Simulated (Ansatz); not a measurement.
The starting structures come from a database of crystals and need not be the phases stable at ambient conditions.

 Where the default PAW files enter, the runs use the earlier of Ansatz's two default sets.

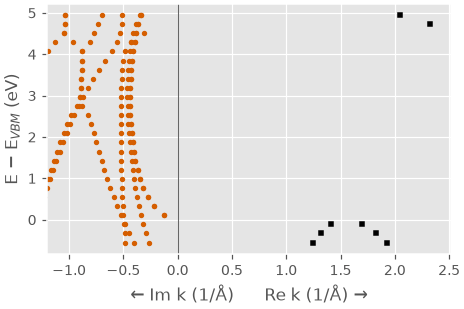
*Complex bands at the centre of the two-dimensional zone; Ansatz (a quantum-chemistry and plane-wave program) with r2SCAN*

No gap correction and no spin-orbit coupling; mid-gap values are interpolated between computed energies.

Problem. This is BN (R3m, not sure to be the ambient phase, 2 atoms a cell, 9.0 Å³ an atom) along the normal of (110). Read off the slowest decay at the centre of the two-dimensional zone at 2.31 eV, the computed energy nearest the middle of the gap.

Solution. κ ≈ 0.43 1/Å, a decay length 1/(2κ) of the density of 1.2 Å.
